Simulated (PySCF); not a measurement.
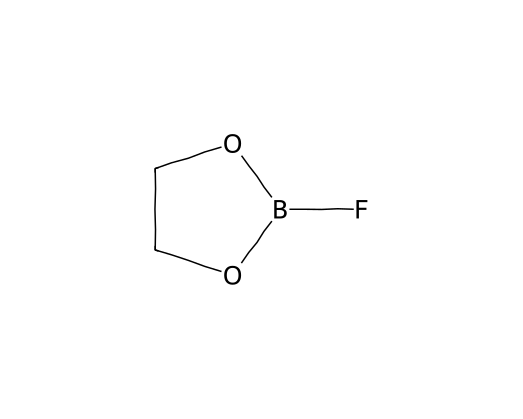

A structural formula.

Transcribe the drawing into SMILES.

FB1OCCO1

What is the molecular formula?

C2H4BFO2.

More results for the same structure follow; atom numbers are the same in all pictures, views and colours differ. Computed geometry: PBE0-D3(BJ)/def2-SVP optimisation. No frequency run is at hand to confirm it as a minimum.

**Geometry**

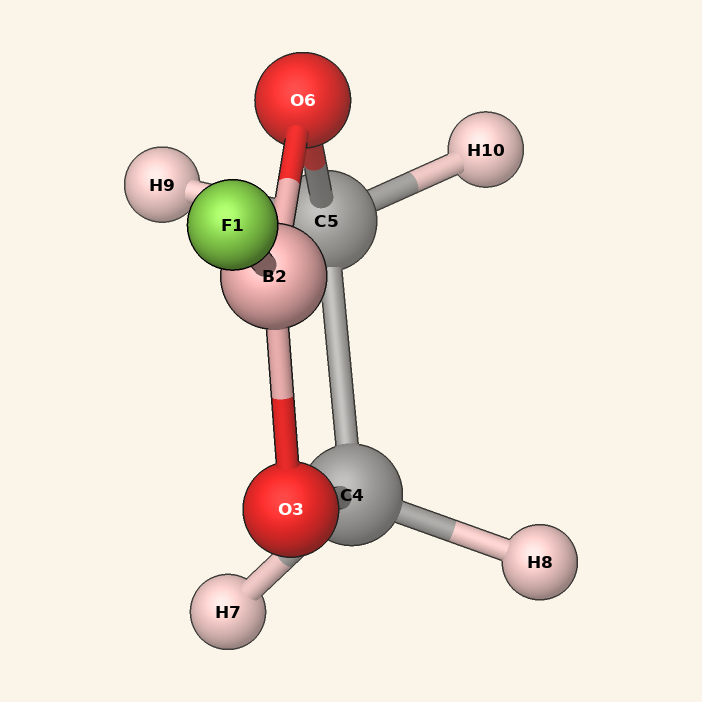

C4 lies behind O3. The molecule seen a little off the O3–C4 bond, O3 in front. Depth is shown by fading: the farther an atom, the more it takes the colour of the background. No frequency run is at hand to confirm it as a minimum.

What is the torsion angle B2–O3–C4–C5? The sign is positive where the front bond must turn clockwise to cover the back bond.

−9°, synperiplanar (eclipsed).

**NMR shielding**

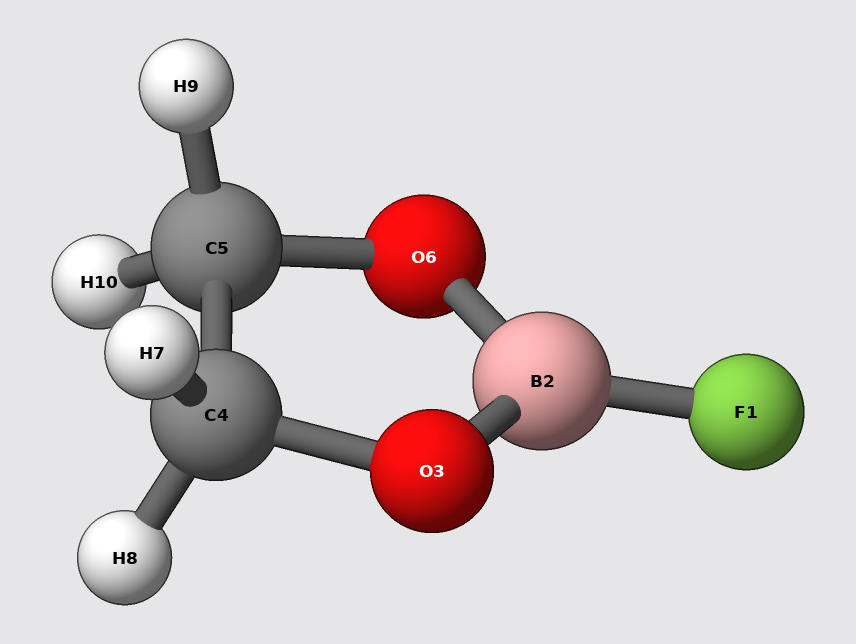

No frequency run is at hand to confirm it as a minimum. Properties computed with GIAO CAM-B3LYP/pcSseg-2 NMR shielding, non-relativistic, gas phase (PySCF 2.14.0). Principal shieldings σ11 ≤ σ22 ≤ σ33, span Ω = σ33 − σ11, skew κ = 3(σiso − σ22)/Ω.

Give the shielding tensors of the O atoms.

```
  atom    σ11    σ22    σ33   σiso      Ω      κ
O3, O6  130.8  276.0  320.9  242.6  190.0  −0.53
```

Shieldings and span in ppm.

**Electronic properties**

No frequency run is at hand to confirm it as a minimum. Level of theory: LC-wPBE/pcSseg-2, gas phase (PySCF 2.14.0).

Estimate the dipole moment.

3.38 D.

What is the HOMO energy (Kohn–Sham orbital)?

−11.17 eV.

Give the LUMO energy (Kohn–Sham orbital) at this level.

2.17 eV.

**Quadrupole coupling**

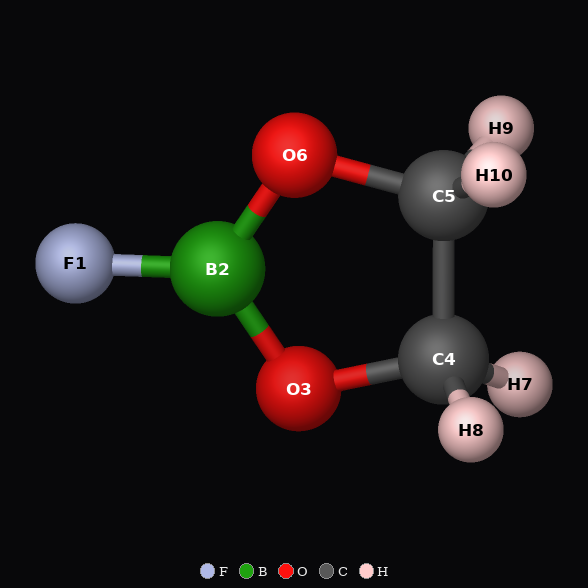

No frequency run is at hand to confirm it as a minimum. Electric field gradients from the ground-state density, PBE0/6-31G (PySCF 2.14.0), non-relativistic apart from any core potentials.

Give the largest field-gradient component, the quadrupole coupling constant and the asymmetry for 11B at B2 (Q = 40.59 mb), 17O at O3 (Q = −25.6 mb), 2H at H7 (Q = 2.86 mb), 2H at H8 (Q = 2.86 mb).

| atom | V_zz (a.u.) | e²qQ/h (MHz) | η |
| --- | --- | --- | --- |
| B2 | 0.157 | 1.49 | 0.30 |
| O3 | 1.488 | −8.95 | 0.37 |
| H7 | 0.293 | 0.197 | 0.04 |
| H8 | 0.289 | 0.194 | 0.05 |

**Core levels**

No frequency run is at hand to confirm it as a minimum. Properties computed with delta-SCF UKS PBE, pcX-2 on the ionised atom, pcseg-1 elsewhere, spin-free X2C (PySCF 2.14.0).

Give the core-electron binding energies (to vacuum) of F1 1s, B2 1s, O3 1s, C4 1s.

```csv
atom,level,binding energy (eV)
F1,1s,692.1
B2,1s,198.0
O3,1s,538.2
C4,1s,292.0
```
